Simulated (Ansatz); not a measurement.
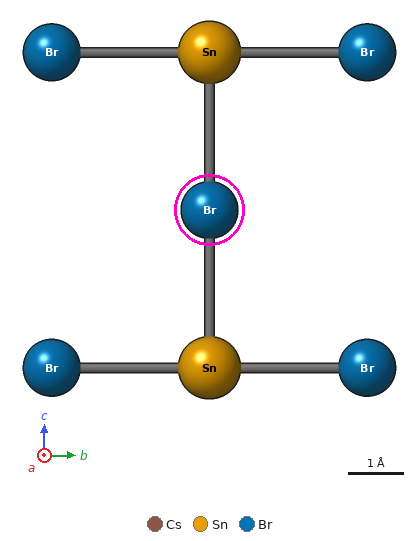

Perfect CsSnBr₃. The picture is a ball-and-stick view of the atoms within 4.6 Å of one point, in a slice 4.2 Å thick across the line of sight, seen along the a axis.

Computed with DFT, PBEsol, PAW, plane waves (Ansatz). (plane-wave cutoff 420 eV; k-point mesh 1 × 1 × 1; mesh shifted by (0.25, 0.25, 0.25); no spin polarisation) Fermi-Dirac smearing of 0.01 eV. A uniform background neutralises the charged cell. The axes drawn are those of the host's conventional cell.

A bromine atom is taken out (a vacancy) at the ringed place, in charge state +1. The supercell has 40 sites, and the atoms are relaxed at the host's cell.

Q: Predict the relaxed surroundings of the defect.

A: Around the empty Br site the host had 2 Sn at 2.88 Å; after relaxation the nearest atoms are 2 Sn at 2.95 to 2.97 Å. Of the host's atoms, a caesium atom moves furthest from its site, by 0.29 Å.

The relaxed defect, seen from the same direction:

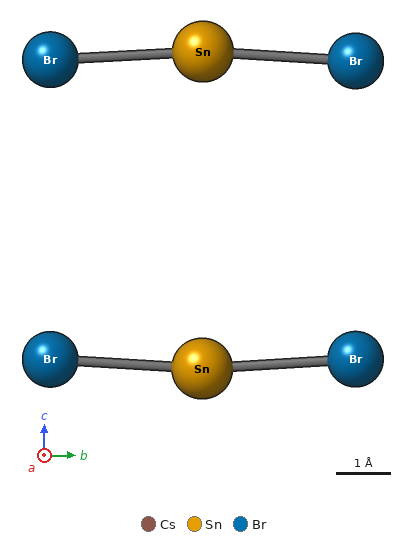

Limits of the set-up: the cell is charged, on a uniform background, and energies carry no finite-size correction.
